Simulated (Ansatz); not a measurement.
**CCSD/def2-SVP run of C2H2Cl2Si (SMILES C#C[SiH](Cl)Cl)**

Aim: the vertical ionisation energy of C2H2Cl2Si at CCSD/def2-SVP, from 2 runs. 

The calculation is run with Ansatz 0.2.0.

63 further runs of the same task are left out: 1 that didn't finish, 62 set aside as unsound or not needed.

## Step 1: The system as given

C2H2Cl2Si: 7 atoms, total charge 0, spin state singlet. SMILES: `C#C[SiH](Cl)Cl`. Geometry: relaxed at PBE0-D4/def2-TZVP.

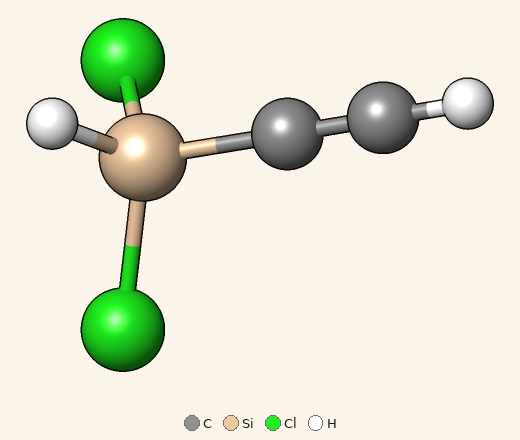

Viewed from a chosen angle; carbon grey, silicon light orange, chlorine green, hydrogen white.

## Step 2: The energy at CCSD/def2-SVP

input.yaml reads:

```yaml
basis:
  gaussian: {orbitals: def2-SVP}
crystal:
  periodic: [false, false, false]
  atoms:
    - symbol: C
      position_ang: [0.222100, -0.669300, 1.881600]
    - symbol: C
      position_ang: [0.127700, -0.285200, 0.743200]
    - symbol: Si
      position_ang: [0.012700, 0.282700, -0.968900]
    - symbol: Cl
      position_ang: [-1.510600, -0.698400, -1.899200]
    - symbol: Cl
      position_ang: [-0.353700, 2.286200, -0.986900]
    - symbol: H
      position_ang: [0.302500, -1.008200, 2.889500]
    - symbol: H
      position_ang: [1.260700, 0.024000, -1.705100]
correlation: {method: ccsd, frozen_orbitals: {C: 1, Cl: 5, H: 0, Si: 5}}
accuracy: high
scf: {omitted_lower_state_checks: [cluster_reference, increment]}
```

Started as:

```
ansatz run input.yaml --threads 1 --pin off --max-ram 3480MiB --events-out events.jsonl --progress --plain --runs-dir runs
```

The log of the run, shortened:

```text
Warning: RAYON_NUM_THREADS=1 ignored (pool sized by the plan → 1); use --threads N
Functional definition: HF
  name "HF"
[...]
1847 factors; integrals over basis functions are off by at most 4.0e-9 eV
[...]
mean field -34951.49715019 eV, -1284.4438292938 hartree, gradient 1.2e-8 eV, S^2 0.000000; 0 other end points of the search recorded, 0 dependent functions left out
17 core orbitals not correlated: weight in the atoms' cores, before any rotation towards them, 1.000 or more for the frozen orbitals, at most 0.000 for the correlated occupied ones
reference -34951.49715019 eV, -1284.4438292938 hartree; 14, 14 occupied and 61, 61 virtual orbitals, 1847 factors
second order -16.34445497 eV of doubles, -0.00000000 eV of singles
cycle   1  -16.96027166 eV  change   -6.2e-1 eV  update   9.6e-2
[...]
cycle  19  -17.50292807 eV  change   -1.0e-9 eV  update   3.4e-9
Total energy: -34969.00007826 eV, -1285.0870500366 hartree
Checks for a lower state left out: cluster_reference, increment
```

Run time: 15 s. Hardware: 1 thread of Arm Neoverse V2, shared host; peak memory 0.47 GiB.

## Step 3: The doublet cation

input.yaml reads:

```yaml
crystal:
  periodic: [false, false, false]
  atoms:
    - {symbol: C, position_ang: [0.222100, -0.669300, 1.881600]}
    - {symbol: C, position_ang: [0.127700, -0.285200, 0.743200]}
    - {symbol: Si, position_ang: [0.012700, 0.282700, -0.968900]}
    - {symbol: Cl, position_ang: [-1.510600, -0.698400, -1.899200]}
    - {symbol: Cl, position_ang: [-0.353700, 2.286200, -0.986900]}
    - {symbol: H, position_ang: [0.302500, -1.008200, 2.889500]}
    - {symbol: H, position_ang: [1.260700, 0.024000, -1.705100]}
basis:
  gaussian: {orbitals: def2-SVP}
correlation: {method: ccsd, frozen_orbitals: {C: 1, Cl: 5, H: 0, Si: 5}}
magnetization: {spin_polarized: true, initial_magnetization: 1}
accuracy: high
scf: {omitted_lower_state_checks: [cluster_reference, increment]}
total_charge: 1
```

Started as:

```
ansatz run input.yaml --threads 1 --pin off --max-ram 3480MiB --events-out events.jsonl --progress --plain --runs-dir runs
```

The log of the run, shortened:

```text
Warning: RAYON_NUM_THREADS=1 ignored (pool sized by the plan → 1); use --threads N
[... 2 set-up lines as earlier in the session ...]
[...]
1847 factors; integrals over basis functions are off by at most 4.0e-9 eV
[...]
mean field -34941.39268695 eV, -1284.0724971189 hartree, gradient 5.2e-8 eV, S^2 0.754256; 11 other end points of the search recorded, 0 dependent functions left out
17 core orbitals not correlated: weight in the atoms' cores, before any rotation towards them, 1.000 or more for the frozen orbitals, at most 0.000 for the correlated occupied ones
reference -34941.39268695 eV, -1284.0724971189 hartree; 14, 13 occupied and 61, 62 virtual orbitals, 1847 factors
second order -14.98003387 eV of doubles, -0.00000000 eV of singles
cycle   1  -15.96540678 eV  change   -9.9e-1 eV  update   1.0e-1
[...]
cycle  48  -16.52590847 eV  change    2.1e-9 eV  update   2.9e-9
Total energy: -34957.91859542 eV, -1284.6798130533 hartree
Checks for a lower state left out: cluster_reference, increment
```

Wall time 2.4 min (1 thread of Arm Neoverse V2, shared host); peak memory 0.92 GiB.

## Step 4: Summary of results

At CCSD/def2-SVP, 17 core orbitals frozen:

| quantity | value |
| --- | --- |
| singlet C2H2Cl2Si: total energy | -1285.08705 Eh |
| singlet C2H2Cl2Si: correlation energy (17 core orbitals frozen) | -643.2 mEh |
| singlet C2H2Cl2Si: T1 diagnostic | 0.011 |
| doublet cation: total energy | -1284.67981 Eh |
| doublet cation: correlation energy (17 core orbitals frozen) | -607.3 mEh |
| doublet cation: ⟨S²⟩ of the reference determinant | 0.754 |
| doublet cation: T1 diagnostic | 0.039 |
| vertical ionisation energy (to the doublet cation) | 11.081 eV |

What this shows: Removing an electron at fixed nuclei costs 11.08 eV (256 kcal/mol).
